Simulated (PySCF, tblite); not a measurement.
# C₃H₃F₃O: dynamics, then NMR shifts and electronic excitations on frames

Aim: move C₃H₃F₃O (`OCC(F)=C(F)F`) away from its starting geometry and see how NMR shifts and electronic excitations follow the geometry.

Programs: tblite 0.8.0 and PySCF 2.14.0, with density-fitted response routines of our own. Each step states its level of theory. These are calculated values for one molecule in the gas phase, unless marked as measured. Atoms are numbered from 0 throughout.

## Step 1: The starting structure

10 atoms, charge 0, multiplicity 1; geometry from: GFN2-xTB.

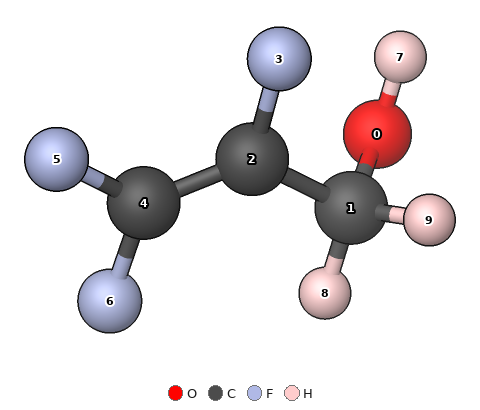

As it starts; oxygen red, carbon dark grey, fluorine light blue, hydrogen pink, atoms numbered.

## Step 2: A short Langevin run with GFN2-xTB

What the job is given:

```
{"job": {"kind": "md", "xc": "GFN2-xTB", "basis": "xTB", "temperature": 300, "steps": 2000, "every": 50, "frames": 5}, "charge": 0, "multiplicity": 1}
O     -1.591904    -0.868313     0.701758
C     -0.961033    -0.122371    -0.303182
C      0.372838     0.415167     0.144389
F      0.302725     1.360365     1.106163
C      1.563921     0.017521    -0.281864
F      2.733355     0.483006     0.122861
F      1.723056    -0.899568    -1.224464
H     -1.729797    -0.309800     1.477199
H     -0.816869    -0.797665    -1.148131
H     -1.587408     0.726313    -0.617257
```

Method: GFN2-xTB Langevin dynamics, gas phase.

Run with:

```
> OMP_NUM_THREADS=1 python probes_run.py task.json out
```

The driver reads the jobs from task.json and runs them one after another.

Output:

```text
t/fs     T/K      E/eV
    0.0   254.2   -712.08595
   25.0   181.5   -711.93426
   50.0   317.8   -711.93591
   75.0   301.3   -711.83653
  100.0   246.2   -711.75445
  125.0   229.4   -711.79820
  150.0   258.4   -711.86327
  175.0   244.5   -711.78622
  200.0   338.5   -711.84042
  225.0   285.4   -711.84733
  250.0   323.9   -711.73366
  275.0   298.1   -711.82714
  300.0   265.5   -711.75698
  325.0   322.3   -711.83369
  350.0   241.6   -711.79618
  375.0   175.5   -711.83118
  400.0   175.2   -711.69021
  425.0   283.1   -711.88276
  450.0   254.2   -711.73437
  475.0   304.2   -711.82509
  500.0   201.3   -711.72959
  525.0   232.1   -711.69083
  550.0   341.6   -711.79745
  575.0   227.7   -711.74205
  600.0   288.5   -711.79341
  625.0   220.4   -711.72132
  650.0   222.1   -711.89061
  675.0   216.4   -711.71723
  700.0   276.1   -711.75589
  725.0   290.2   -711.90240
  750.0   200.0   -711.73414
  775.0   276.9   -711.79842
  800.0   268.6   -711.88028
  825.0   315.7   -711.83789
  850.0   267.6   -711.77260
  875.0   277.8   -711.91904
  900.0   178.1   -711.88443
  925.0   225.4   -711.93414
  950.0   261.7   -711.85610
  975.0   321.1   -711.87707
 1000.0   243.8   -711.73462
```

It took 6.8 s on 1 thread of Arm Neoverse V1, shared host.

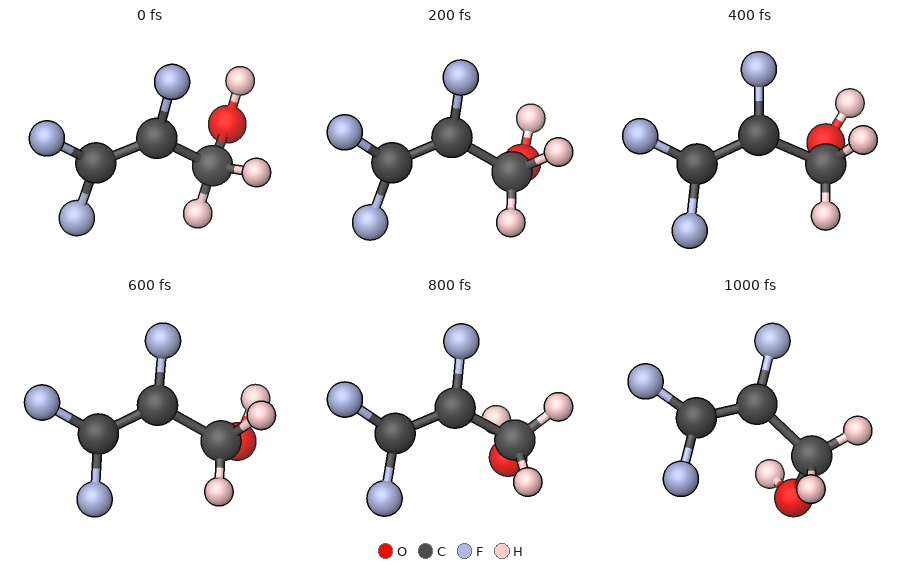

Frames of the run.

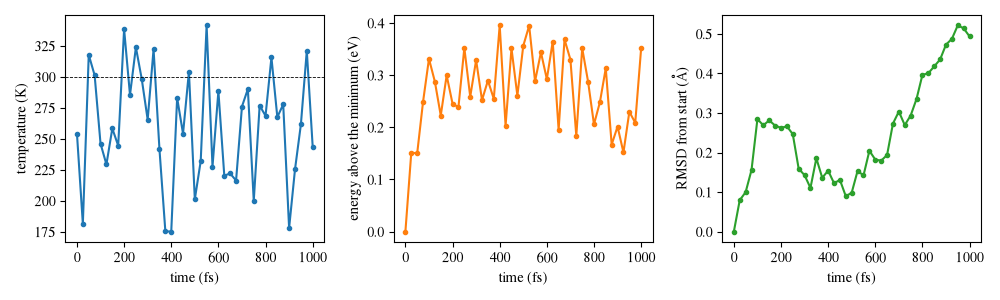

Temperature, potential energy and distance from the start.

Positions (Å) and forces (eV/Å) at 1000 fs:

```xyz
10

O    -1.527   -0.828   -0.586   -0.271    0.741   -0.316
C    -1.519    0.465    0.007    1.833   -0.941    0.209
C    -0.391    0.562    1.047   -3.854   -0.167    1.224
F    -0.818    0.533    2.352    0.163    0.106   -0.530
C     0.855    0.396    0.799    1.414    0.246   -2.409
F     1.875    0.365    1.550    1.746   -0.160    1.893
F     1.286    0.442   -0.463   -0.020   -0.141   -0.433
H    -1.292   -1.500    0.043   -0.036   -0.424    0.520
H    -1.229    1.110   -0.806   -0.361    0.546   -0.335
H    -2.447    0.706    0.483   -0.614    0.195    0.177
```

## Step 3: Shielding tensors: 250 fs, PBE0/pcSseg-1

What the job is given:

```
{"job": {"kind": "nmr", "xc": "PBE0", "basis": "pcSseg-1", "pop": false}, "charge": 0, "multiplicity": 1}
O     -1.799000    -1.042900     0.002000
C     -1.009600     0.079900    -0.330600
C      0.292300     0.348900     0.350600
F      0.207300     0.875100     1.560700
C      1.463800    -0.084800    -0.139800
F      2.693500     0.295900     0.170200
F      1.493400    -0.814300    -1.183800
H     -1.913400    -1.164900     0.947200
H     -0.745600    -0.058800    -1.428500
H     -1.585300     0.990100    -0.146800
```

With the program's defaults for keys left out, this is: GIAO PBE0/pcSseg-1 NMR shielding, non-relativistic, gas phase.

Output:

```text
coarse grid: 9464 points
cycle   1  E = -490.0535944269  dE =  1.252e+00  |g| = 9.193e-01  |ddm| = 2.838e+00
cycle   2  E = -489.8616590790  dE =  1.919e-01  |g| = 1.409e+00  |ddm| = 1.519e+00
cycle   3  E = -490.1961441081  dE = -3.345e-01  |g| = 8.001e-02  |ddm| = 1.011e+00
cycle   4  E = -490.1968449037  dE = -7.008e-04  |g| = 5.495e-02  |ddm| = 9.950e-02
cycle   5  E = -490.1973352090  dE = -4.903e-04  |g| = 1.207e-02  |ddm| = 4.992e-02
cycle   6  E = -490.1973598854  dE = -2.468e-05  |g| = 4.546e-03  |ddm| = 1.175e-02
cycle   7  E = -490.1973645188  dE = -4.633e-06  |g| = 6.835e-04  |ddm| = 3.494e-03
final grid: 95760 points
cycle   8  E = -490.2662221322  dE = -3.115e-05  |g| = 8.438e-03  |ddm| = 2.159e-02
cycle   9  E = -490.2662061852  dE =  1.595e-05  |g| = 1.282e-02  |ddm| = 1.267e-02
cycle  10  E = -490.2662349904  dE = -2.881e-05  |g| = 7.747e-04  |ddm| = 7.750e-03
cycle  11  E = -490.2662350975  dE = -1.071e-07  |g| = 2.868e-04  |ddm| = 7.695e-04
cycle  12  E = -490.2662351135  dE = -1.603e-08  |g| = 1.174e-04  |ddm| = 3.049e-04
cycle  13  E = -490.2662351165  dE = -2.963e-09  |g| = 1.943e-05  |ddm| = 1.003e-04
cycle  14  E = -490.2662351166  dE = -7.105e-11  |g| = 5.999e-06  |ddm| = 1.767e-05
converged SCF energy = -490.2662351166

GIAO shielding tensors (ppm)
atom      isotropic    diamagn.    paramagn.     s11        s22        s33       span
  0 O      301.213     385.902     -84.689    265.011    296.820    341.807     76.795
  1 C      119.494     242.808    -123.314     94.473    113.715    150.295     55.822
  2 C       50.702     252.566    -201.865     15.455     51.376     85.273     69.818
  3 F      365.086     472.411    -107.325    296.457    366.817    431.984    135.526
  4 C       23.975     249.909    -225.934    -39.901     48.410     63.417    103.318
  5 F      268.906     470.895    -201.989    229.353    269.787    307.577     78.225
  6 F      288.422     473.305    -184.883    250.886    288.741    325.638     74.752
  7 H       30.860      31.408      -0.548     22.293     28.266     42.022     19.729
  8 H       26.155      27.618      -1.462     22.278     26.325     29.862      7.584
  9 H       26.782      28.092      -1.310     21.576     27.279     31.491      9.915
```

Wall time 13 s (1 thread of Arm Neoverse V1, shared host); peak memory 0.69 GiB.

Shifts follow as δ = σ(reference) − σ, with reference shieldings (ppm) from runs at the same level and on the same kind of geometry: ¹H TMS 31.72, ¹³C TMS 186.9, ¹⁹F CFCl3 170.9, ¹⁷O H2O 336.1. The references are single molecules in the gas phase, so shifts against H2O, NH3, PH3, H3PO4 or CFCl3 are not on the usual liquid scales and can be off by tens of ppm. Each atom is listed at this fixed geometry, with no averaging over motion; a spectrum would average atoms that exchange fast.

```
atoms                                 environment  σ (ppm)  δ (ppm)
   C4             fully substituted alkene carbon     24.0    162.9
   C2             fully substituted alkene carbon     50.7    136.2
   C1                 allylic sp3 CH2 bonded to O    119.5     67.4
   H8  hydrogen on an allylic sp3 CH2 bonded to O    26.16     5.56
   H9  hydrogen on an allylic sp3 CH2 bonded to O    26.78     4.94
   H7               hydrogen on an alcohol oxygen    30.86     0.86
   O0                              alcohol oxygen    301.2     34.9
   F5                            vinylic fluorine    268.9    -98.0
   F6                            vinylic fluorine    288.4   -117.5
   F3                            vinylic fluorine    365.1   -194.1
```

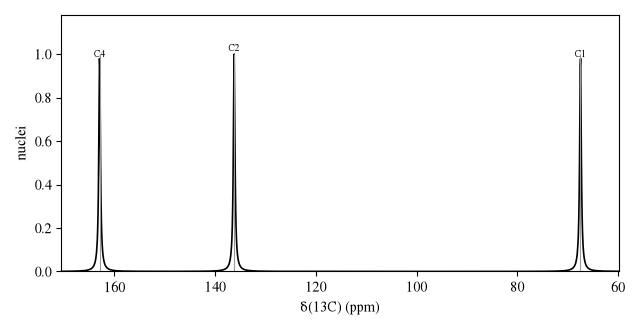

¹³C lines at the computed shifts, without couplings. Lines are broadened to a width of 0.38 ppm (Lorentzian).

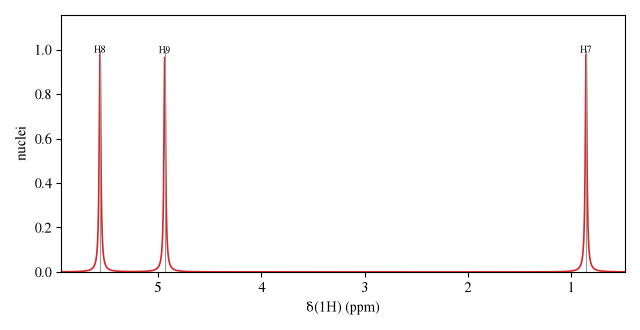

¹H lines at the computed shifts, without couplings. Lines are broadened to a width of 0.02 ppm (Lorentzian).

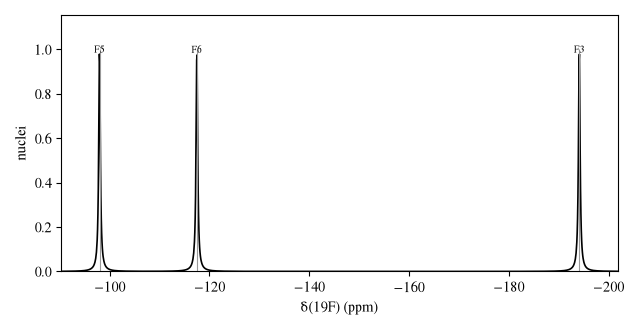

¹⁹F lines at the computed shifts, without couplings. Lines are broadened to a width of 0.38 ppm (Lorentzian).

The fields below are evaluated on a grid from the run's orbitals.

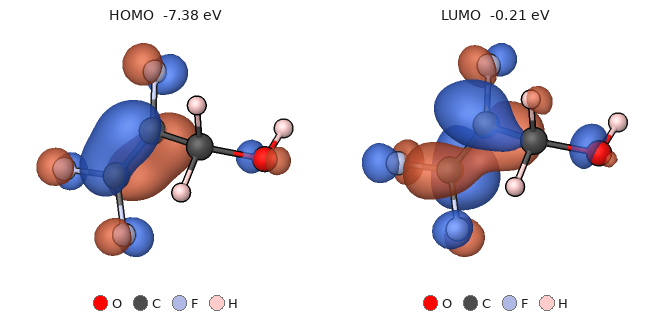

Frontier orbitals at PBE0/pcSseg-1; each surface holds 70 % of the orbital's density, blue and red mark the sign.

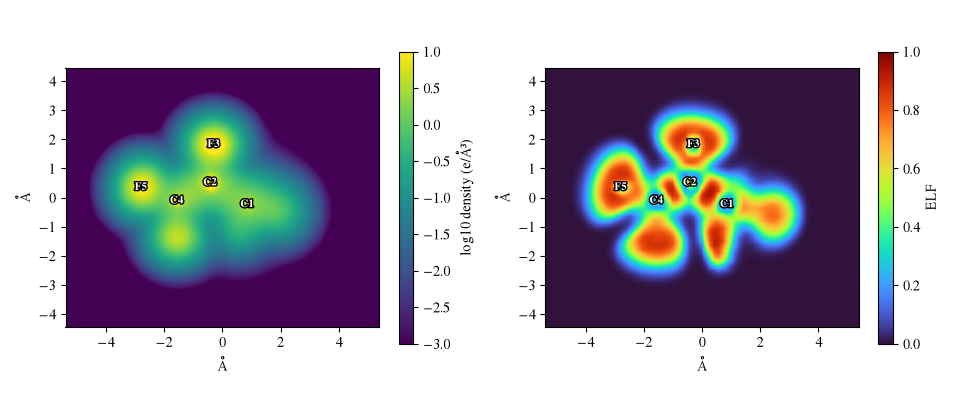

Density (left) and ELF (right) in a plane through or near 5 of the atoms.

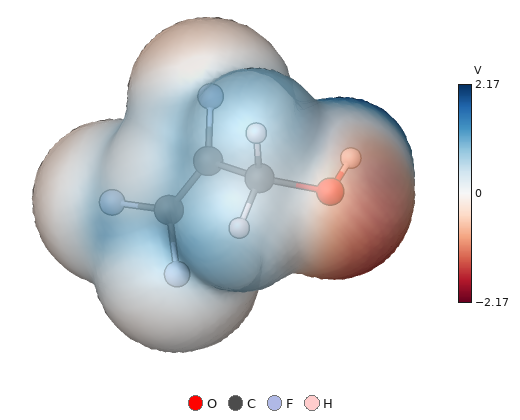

Electrostatic potential on the surface of density 0.002 e/bohr³; red is low, blue high. It runs, from the 1st to the 99th percentile, from -1.41 V near O0 to 2.17 V near H7.

## Step 4: TDDFT and polarisability: 250 fs, PBE0/def2-SVPD

The job, as its differences from that of step 3:

```diff
@@ -1,2 +1,2 @@
-{"job": {"kind": "nmr", "xc": "PBE0", "basis": "pcSseg-1", "pop": false}, "charge": 0, "multiplicity": 1}
+{"job": {"kind": "uv", "xc": "PBE0", "basis": "def2-SVPD", "nstates": 5, "ntriplets": 0}, "charge": 0, "multiplicity": 1}
 O     -1.799000    -1.042900     0.002000
```

With the program's defaults for keys left out, this is: TDDFT PBE0/def2-SVPD, vertical, gas phase, core orbitals frozen in the response.

Output:

```text
coarse grid: 9464 points
cycle   1  E = -489.7744131782  dE =  1.198e+00  |g| = 8.519e-01  |ddm| = 4.082e+00
cycle   2  E = -489.5766411622  dE =  1.978e-01  |g| = 1.346e+00  |ddm| = 2.030e+00
cycle   3  E = -489.9060802475  dE = -3.294e-01  |g| = 7.968e-02  |ddm| = 1.310e+00
cycle   4  E = -489.9068901474  dE = -8.099e-04  |g| = 4.963e-02  |ddm| = 1.428e-01
cycle   5  E = -489.9073056577  dE = -4.155e-04  |g| = 1.179e-02  |ddm| = 5.717e-02
cycle   6  E = -489.9073290536  dE = -2.340e-05  |g| = 4.414e-03  |ddm| = 1.824e-02
cycle   7  E = -489.9073335231  dE = -4.470e-06  |g| = 6.662e-04  |ddm| = 5.801e-03
final grid: 95760 points
cycle   8  E = -489.9767216804  dE = -2.605e-05  |g| = 8.550e-03  |ddm| = 7.361e-02
cycle   9  E = -489.9767030090  dE =  1.867e-05  |g| = 1.324e-02  |ddm| = 2.048e-02
cycle  10  E = -489.9767356067  dE = -3.260e-05  |g| = 7.678e-04  |ddm| = 1.237e-02
cycle  11  E = -489.9767357307  dE = -1.240e-07  |g| = 2.287e-04  |ddm| = 1.187e-03
cycle  12  E = -489.9767357402  dE = -9.476e-09  |g| = 1.148e-04  |ddm| = 4.195e-04
cycle  13  E = -489.9767357432  dE = -3.001e-09  |g| = 1.969e-05  |ddm| = 1.478e-04
cycle  14  E = -489.9767357433  dE = -8.629e-11  |g| = 4.945e-06  |ddm| = 3.608e-05
converged SCF energy = -489.9767357433

Static polarisability (au): isotropic 45.774, principal 36.444 42.489 58.389

Singlet excitations
state   eV       nm        f      main configurations
  1   6.2446    198.5   0.08545   H->L 0.63, H->L+1 0.26
  2   6.6892    185.3   0.03473   H-1->L 0.48, H->L+1 0.42
  3   6.8637    180.6   0.11633   H-1->L 0.44, H->L+1 0.32, H->L 0.18
  4   7.3841    167.9   0.00070   H->L+2 0.89
  5   7.5419    164.4   0.01333   H-1->L+1 0.85
```

Run time: 20 s. Hardware: 1 thread of Arm Neoverse V1, shared host; peak memory 0.77 GiB.

The orbitals next to the gap, with their largest atomic shares:

```
orbital      eV                      atoms
 HOMO−3  -12.00  F3 36 %, O0 29 %, C1 14 %
 HOMO−2  -10.10  O0 43 %, C1 20 %, F3 10 %
 HOMO−1   -8.63   O0 67 %, C1 13 %, H9 8 %
   HOMO   -7.54  C2 32 %, C4 26 %, F3 14 %
   LUMO   -0.47  C4 32 %, C2 24 %, F5 10 %
 LUMO+1    0.31  O0 19 %, C4 16 %, C2 15 %
 LUMO+2    1.07  O0 21 %, C4 16 %, F6 15 %
```

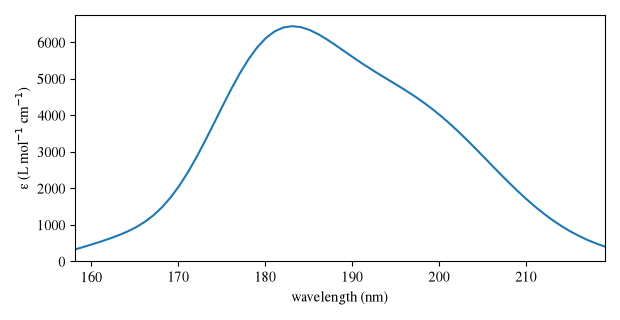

Absorption spectrum: each of the 5 states is a Gaussian band of 0.4 eV half-width at 1/e. Beyond the last state computed it falls off for lack of states.

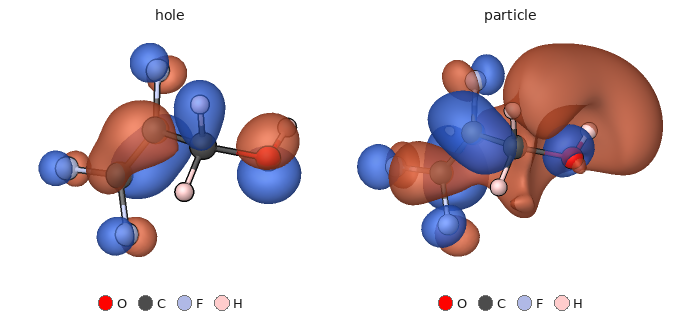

Leading natural transition orbitals of singlet state 3: the electron leaves the hole (left) for the particle orbital (right).

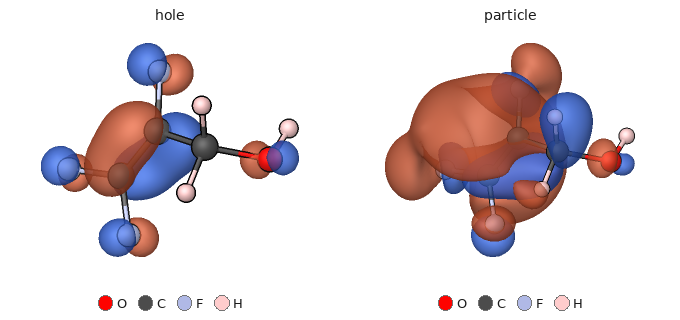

Leading natural transition orbitals of singlet state 1: the electron leaves the hole (left) for the particle orbital (right).

Ground-state properties from the same run:

| property | computed |
| --- | --- |
| dipole moment (D) | 0.77 |
| polarisability (Å³) | 6.78 |
| HOMO–LUMO gap (eV) | 7.07 |
| −ε(HOMO) (eV) | 7.54 |

## Step 5: NMR shieldings: 425 fs, PBE0/pcSseg-1

What the job is given:

```
{"job": {"kind": "nmr", "xc": "PBE0", "basis": "pcSseg-1", "pop": false}, "charge": 0, "multiplicity": 1}
O     -1.708400    -1.134000     0.215000
C     -1.020100    -0.102300    -0.426500
C      0.300200     0.112500     0.276600
F      0.253700     0.462200     1.544400
C      1.445200    -0.236700    -0.310400
F      2.625000    -0.239300     0.171300
F      1.515600    -0.584700    -1.605000
H     -1.833900    -0.908100     1.171900
H     -0.729500    -0.413100    -1.407800
H     -1.592800     0.840900    -0.535300
```

Level: GIAO PBE0/pcSseg-1 NMR shielding, non-relativistic, gas phase.

Output:

```text
coarse grid: 9464 points
cycle   1  E = -490.0699982532  dE =  1.247e+00  |g| = 8.956e-01  |ddm| = 2.836e+00
cycle   2  E = -489.8952719796  dE =  1.747e-01  |g| = 1.357e+00  |ddm| = 1.497e+00
cycle   3  E = -490.2040118609  dE = -3.087e-01  |g| = 7.547e-02  |ddm| = 9.996e-01
cycle   4  E = -490.2048488055  dE = -8.369e-04  |g| = 3.970e-02  |ddm| = 8.437e-02
cycle   5  E = -490.2050935035  dE = -2.447e-04  |g| = 1.378e-02  |ddm| = 3.996e-02
cycle   6  E = -490.2051278738  dE = -3.437e-05  |g| = 3.220e-03  |ddm| = 1.190e-02
cycle   7  E = -490.2051300911  dE = -2.217e-06  |g| = 8.078e-04  |ddm| = 2.585e-03
final grid: 95760 points
cycle   8  E = -490.2730328575  dE = -3.218e-05  |g| = 8.661e-03  |ddm| = 2.037e-02
cycle   9  E = -490.2730186317  dE =  1.423e-05  |g| = 1.264e-02  |ddm| = 1.266e-02
cycle  10  E = -490.2730462932  dE = -2.766e-05  |g| = 8.015e-04  |ddm| = 7.713e-03
cycle  11  E = -490.2730464053  dE = -1.121e-07  |g| = 2.190e-04  |ddm| = 6.894e-04
cycle  12  E = -490.2730464128  dE = -7.416e-09  |g| = 1.138e-04  |ddm| = 2.424e-04
cycle  13  E = -490.2730464155  dE = -2.765e-09  |g| = 2.086e-05  |ddm| = 1.018e-04
cycle  14  E = -490.2730464156  dE = -9.231e-11  |g| = 5.597e-06  |ddm| = 2.038e-05
converged SCF energy = -490.2730464156

GIAO shielding tensors (ppm)
atom      isotropic    diamagn.    paramagn.     s11        s22        s33       span
  0 O      299.069     386.656     -87.587    279.217    296.597    321.394     42.177
  1 C      125.639     245.157    -119.517    102.829    113.027    161.062     58.232
  2 C       51.473     251.859    -200.386     15.511     51.555     87.354     71.843
  3 F      388.615     472.549     -83.934    312.746    387.412    465.687    152.942
  4 C       23.624     249.340    -225.716    -34.112     43.749     61.234     95.346
  5 F      283.425     469.723    -186.298    251.401    279.829    319.044     67.642
  6 F      287.481     474.329    -186.848    226.319    304.734    331.390    105.071
  7 H       29.533      29.788      -0.255     20.824     28.016     39.760     18.936
  8 H       27.616      29.838      -2.222     23.548     27.490     31.809      8.260
  9 H       26.845      28.122      -1.277     22.290     26.049     32.196      9.906
```

Wall time 9.2 s (1 thread of Arm Neoverse V1, shared host); peak memory 0.7 GiB.

In short: δ C4 163.3, C2 135.5, C1 61.3, O0 37.0, H9 4.87, H8 4.10 ppm.

## Step 6: Ultraviolet spectrum: 425 fs, PBE0/def2-SVPD

The job, as its differences from that of step 5:

```diff
@@ -1,2 +1,2 @@
-{"job": {"kind": "nmr", "xc": "PBE0", "basis": "pcSseg-1", "pop": false}, "charge": 0, "multiplicity": 1}
+{"job": {"kind": "uv", "xc": "PBE0", "basis": "def2-SVPD", "nstates": 5, "ntriplets": 0}, "charge": 0, "multiplicity": 1}
 O     -1.708400    -1.134000     0.215000
```

With the program's defaults for keys left out, this is: TDDFT PBE0/def2-SVPD, vertical, gas phase, core orbitals frozen in the response.

Output:

```text
coarse grid: 9464 points
cycle   1  E = -489.7894680391  dE =  1.195e+00  |g| = 8.301e-01  |ddm| = 4.218e+00
cycle   2  E = -489.6118257508  dE =  1.776e-01  |g| = 1.291e+00  |ddm| = 1.988e+00
cycle   3  E = -489.9131037989  dE = -3.013e-01  |g| = 8.157e-02  |ddm| = 1.299e+00
cycle   4  E = -489.9141001225  dE = -9.963e-04  |g| = 4.281e-02  |ddm| = 1.677e-01
cycle   5  E = -489.9144019480  dE = -3.018e-04  |g| = 1.234e-02  |ddm| = 5.284e-02
cycle   6  E = -489.9144289373  dE = -2.699e-05  |g| = 3.175e-03  |ddm| = 1.848e-02
cycle   7  E = -489.9144311431  dE = -2.206e-06  |g| = 8.914e-04  |ddm| = 4.753e-03
final grid: 95760 points
cycle   8  E = -489.9826929401  dE = -2.952e-05  |g| = 8.517e-03  |ddm| = 8.197e-02
cycle   9  E = -489.9826762832  dE =  1.666e-05  |g| = 1.282e-02  |ddm| = 2.157e-02
cycle  10  E = -489.9827067760  dE = -3.049e-05  |g| = 8.004e-04  |ddm| = 1.287e-02
cycle  11  E = -489.9827069088  dE = -1.327e-07  |g| = 1.937e-04  |ddm| = 1.156e-03
cycle  12  E = -489.9827069148  dE = -6.013e-09  |g| = 1.065e-04  |ddm| = 3.572e-04
cycle  13  E = -489.9827069172  dE = -2.395e-09  |g| = 2.189e-05  |ddm| = 1.517e-04
cycle  14  E = -489.9827069173  dE = -1.106e-10  |g| = 6.030e-06  |ddm| = 3.934e-05
converged SCF energy = -489.9827069173

Static polarisability (au): isotropic 44.860, principal 36.012 41.790 56.776

Singlet excitations
state   eV       nm        f      main configurations
  1   6.5313    189.8   0.01831   H->L+1 0.54, H->L 0.40
  2   7.0490    175.9   0.06159   H->L+2 0.47, H->L+1 0.24, H->L 0.23
  3   7.2624    170.7   0.00789   H-1->L 0.91
  4   7.4095    167.3   0.06561   H->L+3 0.51, H->L 0.20, H->L+4 0.13
  5   7.7001    161.0   0.01767   H-1->L+1 0.78
```

Run time: 17 s. Hardware: 1 thread of Arm Neoverse V1, shared host; peak memory 0.78 GiB.

This run: HOMO -7.55 eV, LUMO 0.16 eV; lowest singlet 6.53 eV.

[end of part 1 of 2]
